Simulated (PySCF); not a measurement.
C6H8OS, SMILES c1(sc(CC)cc1)O at its GFN2-xTB optimised geometry (Å):

```
16

C     -1.7694     2.7079    -0.0580
C     -1.8939     1.1904     0.0018
C     -0.5711     0.4978     0.0000
C      0.6871     0.9978     0.0004
C      1.7071     0.0120     0.0003
C      1.2095    -1.2489     0.0000
O      1.9215    -2.3963     0.0002
S     -0.5341    -1.2489     0.0000
H     -1.2439     3.0132    -0.9595
H     -2.7586     3.1593    -0.0658
H     -1.2272     3.0824     0.8067
H     -2.4803     0.8384    -0.8532
H     -2.4445     0.9052     0.9046
H      0.9066     2.0496     0.0001
H      2.7586     0.2284     0.0001
H      1.3333    -3.1593    -0.0036
```

Level of theory: CAM-B3LYP/def2-TZVP (PySCF).

Map of the deformation density (molecule minus spherical neutral atoms) (e/bohr³) on the plane z = 1.0 Å:

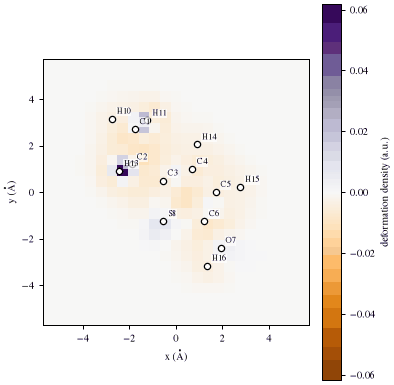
*Deformation density (molecule minus spherical neutral atoms) (e/bohr³) on the plane z = 1.0 Å.*
